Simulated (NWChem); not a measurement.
# C2H2S (ethenethione): r2SCAN/def2-TZVP

Aim: the energy change on altering one bond length of C2H2S (ethenethione) at r2SCAN/def2-TZVP, from 2 runs. 

Program for the calculation: NWChem 7.3.0.

## 1. The system as given

The species is C2H2S (5 atoms), meant as a singlet with charge 0. As SMILES, `C=C=S`. The coordinates come from a PBE0-D4/def2-TZVP relaxation.

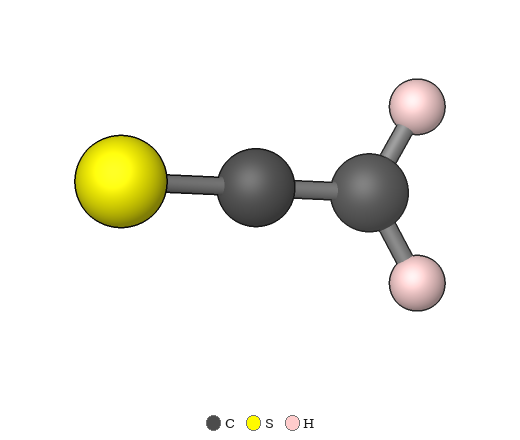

Viewed from a chosen angle; carbon dark grey, sulfur yellow, hydrogen pink.

## 2. Energy and forces at r2SCAN/def2-TZVP

nw.nw reads:

```
start nw
title "C2H2S"
memory 2200 mb

geometry noautosym nocenter noautoz
  C        0.548210      -0.249340       0.104130
  C       -0.620590       0.282310      -0.117960
  S       -2.011740       0.915010      -0.382210
  H        1.399960       0.016540      -0.510810
  H        0.684170      -0.964520       0.906870
end

basis spherical bse
  C library def2-TZVP
  S library def2-TZVP
  H library def2-TZVP
end

dft
  xc r2scan
  grid fine
  convergence energy 1e-08
  maxiter 100
  mulliken
  print medium
end

task dft gradient
```

Started as:

```
$ nwchem nw.nw > nw.out
```

Standard output:

```text
[...]
          Wavefunction type:  closed shell.
          No. of atoms     :     5
          No. of electrons :    30
[...]
          Charge           :     0
          Spin multiplicity:     1
[...]
          AO basis - number of functions:   111
[...]
              XC Information
              --------------
                      r^2SCAN Method XC Functional
               r^2SCAN metaGGA Exchange Functional  1.000
                     r^2SCAN Correlation Potential  1.000
[...]
 d= 0,ls=0.0,diis     1   -475.4836815874 -5.55D+02  5.97D-03  6.44D-01     2.8
[...]
 d= 0,ls=0.0,diis     8   -475.5230772260  9.01D-09  3.25D-06  1.64D-07    18.8
         Total DFT energy =     -475.523077226046
      One electron energy =     -810.185719904430
           Coulomb energy =      292.649557731019
    Exchange-Corr. energy =      -37.160353456476
 Nuclear repulsion energy =       79.173438403842
[...]
      Total Density - Mulliken Population Analysis
     ---------------------------------------------
    Atom       Charge   Shell Charges
 -----------   ------   -------------------------------------------------------
    1 C    6     6.33   0.86  1.12  0.52  0.60  0.16  1.34  1.26  0.46  0.01  0.02  0.00
    2 C    6     5.91   0.86  1.11  0.58  0.57  0.02  1.20  1.18  0.26  0.02  0.09  0.01
    3 S   16    16.08   2.01  0.48  1.48  1.09  0.76  4.19  1.66  0.93  2.32  1.04  0.04  0.07  0.01
    4 H    1     0.84   0.26  0.47  0.07  0.03
    5 H    1     0.84   0.26  0.47  0.07  0.03
[...]
  wavefunction    = closed shell
                         DFT ENERGY GRADIENTS
    atom               coordinates                        gradient
                 x          y          z           x          y          z
   1 C       1.035967  -0.471184   0.196777   -0.002277   0.001042  -0.000443
   2 C      -1.172745   0.533489  -0.222912    0.000172  -0.000077   0.000032
   3 S      -3.801637   1.729118  -0.722272    0.002810  -0.001280   0.000536
   4 H       2.645541   0.031256  -0.965291   -0.000334   0.000183  -0.000099
   5 H       1.292894  -1.822679   1.713736   -0.000371   0.000133  -0.000027
[...]
```

Wall time 28 s (1 thread of Intel Xeon 6975P-C (Granite Rapids), shared host); peak memory 0.14 GiB.

## 3. The distorted shape: the energy at r2SCAN/def2-TZVP

run.nw reads:

```
start run
memory stack 880 mb heap 220 mb global 1100 mb

geometry noautosym nocenter noautoz
  C      0.480232     0.108238    -0.297227
  C     -0.688568     0.639888    -0.519317
  S     -2.079718     1.272588    -0.783567
  H      1.331982     0.374118    -0.912167
  H      0.684170    -0.964520     0.906870
end

basis spherical bse
  * library def2-TZVP
end

dft
  xc r2scan
  grid fine
  convergence energy 1e-08
  maxiter 100
  mulliken
  print medium
end

task dft energy
```

Started as:

```
$ nwchem run.nw > run.out
```

Standard output:

```text
[...]
          Wavefunction type:  closed shell.
          No. of atoms     :     5
          No. of electrons :    30
[...]
          Charge           :     0
          Spin multiplicity:     1
[...]
          AO basis - number of functions:   111
[...]
              XC Information
              --------------
                      r^2SCAN Method XC Functional
               r^2SCAN metaGGA Exchange Functional  1.000
                     r^2SCAN Correlation Potential  1.000
[...]
 d= 0,ls=0.0,diis     1   -475.4039855297 -5.53D+02  6.84D-03  6.16D-01     2.7
[...]
 d= 0,ls=0.0,diis    12   -475.4455410849 -5.55D-09  2.33D-07  1.33D-09    28.8
         Total DFT energy =     -475.445541084885
      One electron energy =     -807.061760721705
           Coulomb energy =      291.032638264224
    Exchange-Corr. energy =      -37.023291248977
 Nuclear repulsion energy =       77.606872621573
[...]
      Total Density - Mulliken Population Analysis
     ---------------------------------------------
    Atom       Charge   Shell Charges
 -----------   ------   -------------------------------------------------------
    1 C    6     6.34   0.86  1.12  0.51  0.63  0.19  1.24  1.25  0.50  0.01  0.02  0.00
    2 C    6     5.91   0.86  1.11  0.58  0.57  0.02  1.21  1.19  0.25  0.02  0.08  0.01
    3 S   16    16.08   2.01  0.48  1.48  1.09  0.77  4.19  1.66  0.93  2.31  1.04  0.04  0.07  0.01
    4 H    1     0.83   0.26  0.47  0.07  0.03
    5 H    1     0.85   0.17  0.45  0.23  0.01
[...]
```

Wall time 29 s (1 thread of Intel Xeon 6975P-C (Granite Rapids), shared host); peak memory 0.12 GiB.

## 4. Summary of results

Level: r2SCAN/def2-TZVP.

| quantity | value |
| --- | --- |
| first shape: total energy | -475.52308 Eh |
| first shape: dipole moment | 1.06 D |
| first shape: HOMO energy | -5.74 eV |
| first shape: LUMO energy | -2.94 eV |
| first shape: HOMO–LUMO gap | 2.81 eV |
| first shape: largest force on an atom | 0.161 eV/Å |
| distorted shape: total energy | -475.44554 Eh |
| distorted shape: dipole moment | 1.03 D |
| distorted shape: HOMO energy | -5.75 eV |
| distorted shape: LUMO energy | -3.63 eV |
| distorted shape: HOMO–LUMO gap | 2.11 eV |
| energy change with the C1–H5 bond stretched from 1.084 to 1.625 Å | 2.110 eV |

One bond (distorted shape) is far stretched, which a spin-restricted single reference describes badly; a broken-symmetry solution may lie lower. With the C1–H5 bond stretched from 1.084 to 1.625 Å the energy rises by 2.11 eV (49 kcal/mol). The first shape isn't relaxed at this level, so the change isn't measured from a minimum. A restricted reference can't describe the breaking bond well at this length. Mulliken charges (first shape) run from -0.33 on C1 to +0.16 on H4; they depend strongly on the basis.
